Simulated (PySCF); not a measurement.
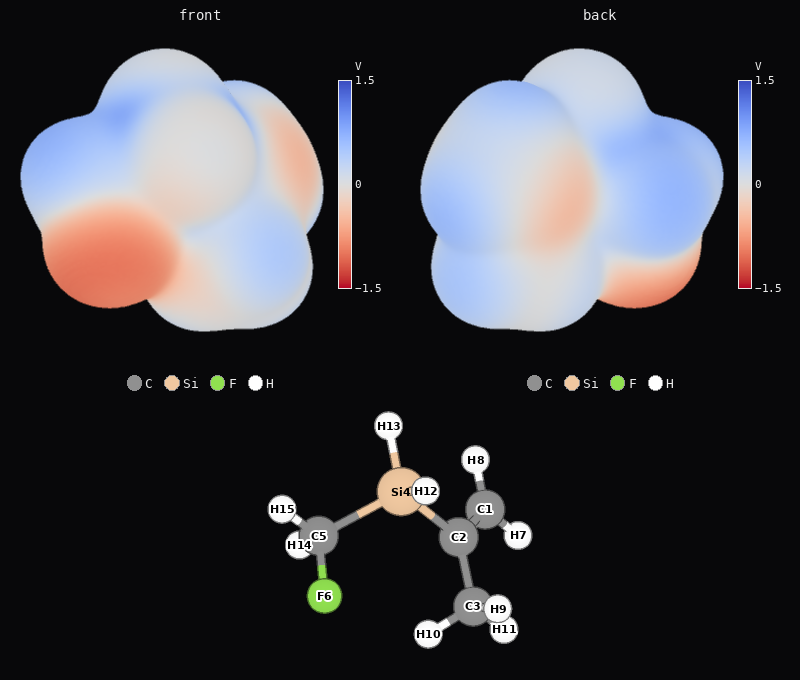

Figure. C4H9FSi (SMILES C=C(C)[SiH2]CF). The electrostatic potential painted on the density surface at 0.001 e/bohr³, seen from the front and from behind; the colour scale runs from red (negative) to blue (positive). The bare structure is drawn below in the same view.

Geometry: GFN2-xTB.

The calculation used wB97X-D/def2-SVPD, SCF density, gas phase (PySCF 2.14.0).

```xyz
15

C     1.5576    1.4648   -0.1479
C     0.8462    0.3828    0.1451
C     1.4472   -0.9888    0.0586
Si   -0.9610    0.4895    0.6885
C    -2.0470   -0.4889   -0.5638
F    -1.7691   -1.8415   -0.4930
H     2.5897    1.4055   -0.4606
H     1.1409    2.4559   -0.0859
H     1.4604   -1.4542    1.0437
H     0.8483   -1.6253   -0.5905
H     2.4653   -0.9519   -0.3249
H    -1.1528   -0.1306    2.0034
H    -1.4446    1.8731    0.6618
H    -1.8713   -0.1964   -1.6022
H    -3.1142   -0.3860   -0.3543
```

### Describe the electrostatic potential map.

The most negative region (about −1.0 V) lies over F6, the most positive (about +0.7 V) over Si4, C5, H14 and H15.
